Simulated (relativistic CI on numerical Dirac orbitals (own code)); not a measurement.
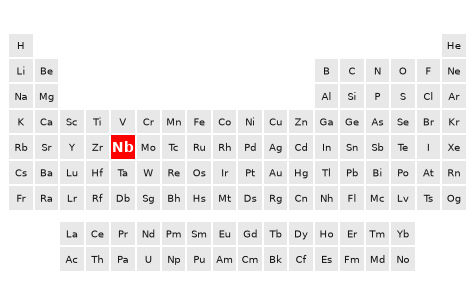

Fig. 1: The place of niobium in the periodic table.

## Run report: Nb³⁺, relativistic CI calculation

System: Nb³⁺.
Method: Dirac-Coulomb-Breit CI, KLI orbitals optimised for each configuration, model QED (radiative potential, 1s self-energy scaled to tabulated hydrogen-like ionisation energies), numerical settings as typed (relativistic CI on numerical Dirac orbitals, in-house).

**Input file**
```
atom Nb  Z=41  charge=3  electrons=38
nucleus A=93  rms_radius_fm=4.3240
hamiltonian dirac-coulomb  breit=on  qed=on  c_scale=1
orbitals kli  potential=per-configuration
slater_scale 1
correlation none
mixing on
grid step=0.0125 r_max=50.3
scf mixing=0.4 start=green max_iterations=95 tolerance=2e-08 node_fill=0.05
configurations
  [Kr] 4d2
  [Kr] 4d 2d
end
```

The run was one of a batch that the task file lists, launched with:
```bash
python <driver script> task.json out
```

The program writes its results to a structured record and prints no log; tables and figures of this report are taken from that record.

**Outcome**

```
quantity                      value
 outcome     refused by the program
hardware  1 CPU thread, shared host
```

**Diagnosis**

One thing in this input was made wrong on purpose: configuration. The program refused the input; the driver noted: configuration [Kr] 4d 2d: l must be smaller than n.
